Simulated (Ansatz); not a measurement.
CH4SSi (SMILES [SiH2]=CS)

The calculation's input:

```
crystal:
  periodic: [false, false, false]
  atoms:
    - {symbol: Si, position_ang: [-1.075190, 0.148014, -0.657079]}
    - {symbol: C, position_ang: [0.174176, -0.085512, 0.493153]}
    - {symbol: S, position_ang: [1.826829, 0.407061, 0.235949]}
    - {symbol: H, position_ang: [-0.813214, 0.745910, -1.981324]}
    - {symbol: H, position_ang: [-2.490240, -0.034447, -0.273605]}
    - {symbol: H, position_ang: [-0.068554, -0.490958, 1.471076]}
    - {symbol: H, position_ang: [2.446194, -0.690058, 0.711820]}
basis:
  gaussian: {orbitals: def2-TZVPP}
hamiltonian: {xc: pbe0, dispersion: d4}
output: {orbitals: {seedname: orbitals}}
```

Run with:

```sh
ansatz run in.yaml --threads 2 --pin off --events-out ev --progress --plain --max-ram 4352MiB
```

Geometry: PBE0-D4/def2-TZVP.

Computed with RKS PBE0-D4/def2-TZVPP in Ansatz 0.2.0.

Question: Predict the electron density and electron localisation function between the atoms.

Answer: C–Si (1.71 Å): ρ is about 1.2 e/Å³ halfway; the ELF peaks at about 0.90 between the atoms, as expected for a covalent bond.
C–S (1.74 Å): ρ is about 1.4 e/Å³ halfway; the ELF peaks at about 0.90 between the atoms: localised, covalent bonding.
C–H (1.09 Å): the density is about 2 e/Å³ at the midpoint; the ELF climbs to about 1 towards the hydrogen, as it does in any bond to H: an ordinary covalent bond to hydrogen.
Si–H (1.48 Å): ρ at the midpoint is about 0.83 e/Å³; the ELF climbs to about 1 towards the hydrogen.

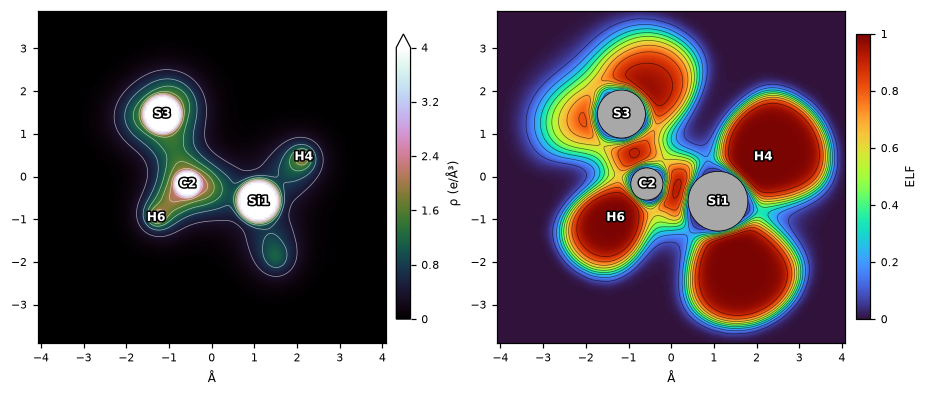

Computed electron density and electron localisation function on the plane of atoms Si1, C2 and S3, in this order. Grey discs cover the atomic cores in the ELF map. 
